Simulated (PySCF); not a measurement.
# InH: what the fields show

```xyz
2

In    0.0000    0.0000   -0.0161
H     0.0000    0.0000    1.8409
```

Core potentials replace the inner electrons of In.

Level of theory: PBE0/cc-pVTZ(-PP), non-relativistic Hamiltonian with scalar-relativistic core potentials where named, at a bond length of 1.857 Å in PySCF 2.14.0.

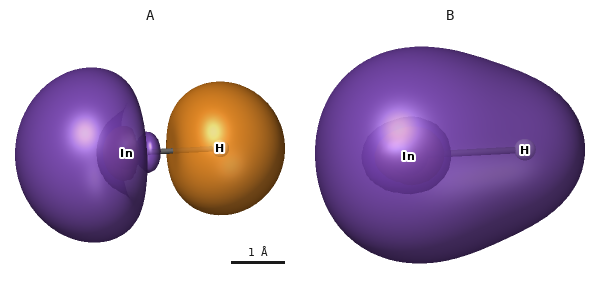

Figure 1. Two frontier orbitals, each drawn at the value that holds 80 % of its norm (orange and purple are the two phases), in no order; of a degenerate pair one member is drawn.

### Name the orbitals and rank them from lowest to highest energy.

Orbital B: σ, occupied, −10.12 eV; mainly on In (75 %).
Orbital A: σ, occupied, −5.69 eV; shared between the atoms (In 65 %, H 35 %).

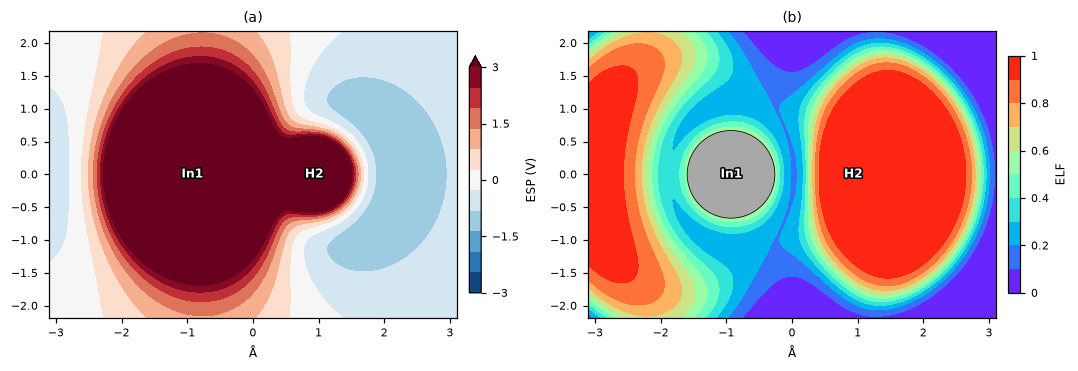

Figure 2. (a) molecular electrostatic potential; (b) electron localisation function on a plane that holds the molecular axis. Grey discs cover the atomic cores in the ELF map.

### Read the bonding off the picture.

- The plane passes through In and H nuclei.
- In–H (1.86 Å): the ELF climbs to about 1 towards the hydrogen.
- Outside the dense part of the molecule the potential is most negative (−1.2 V) near H2.

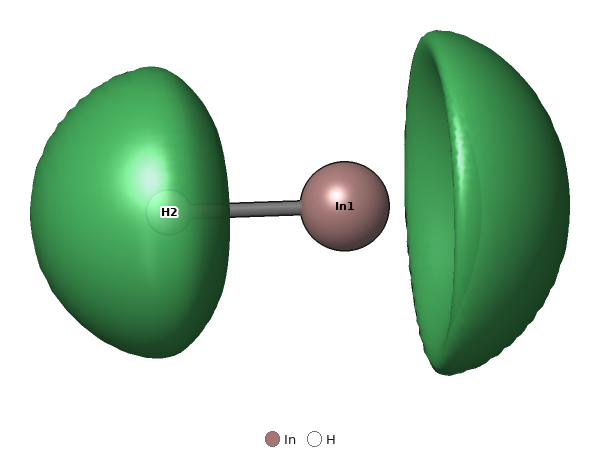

Figure 3. Isosurface of the electron localisation function at 0.75 (green), seen from one side. Core shells and regions of very low density are left out.

### Describe the localisation domains.

The ELF exceeds this value in one region around a hydrogen nucleus and one lobe on In, pointing away from the bonds (lone pairs).
